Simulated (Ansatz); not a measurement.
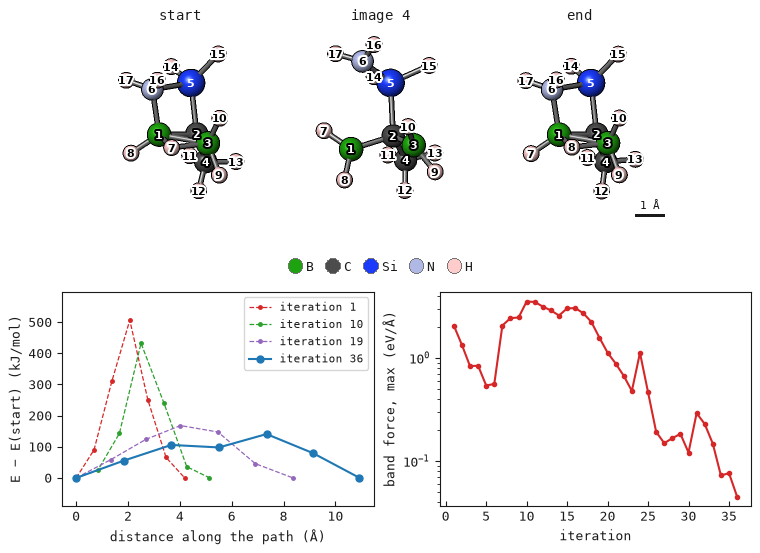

NEB run on C₂H₁₁B₂NSi. Images are numbered from 0 (start) to 6 (end). The plot follows the band through its iterations. A ball-and-stick model, seen from a free direction.

All numbers below come from Ansatz, RKS revPBE/def2-SVP. Run with 5 movable images; climbing image; force threshold 0.05 eV/Å; iteration limit 60; starting path by straight interpolation.

### How did the profile develop, and is the result final?

The result isn't final. The band hadn't converged when the run stopped after 36 iterations. The largest component of the band force went from 2.1 to 0.045 eV/Å. The barrier read from it is provisional, though the highest image hardly moved in the last two iterations. The straight starting path can push atoms close together and costs iterations. The first iteration put the highest image at 506.5 kJ/mol. The two ends have nearly the same energy, and the highest point, image 4, lies 140.8 kJ/mol above the start. The profile has 2 maxima (images 2, 4) with a dip at image 3 (+97.9 kJ/mol), which on an unconverged band is provisional.
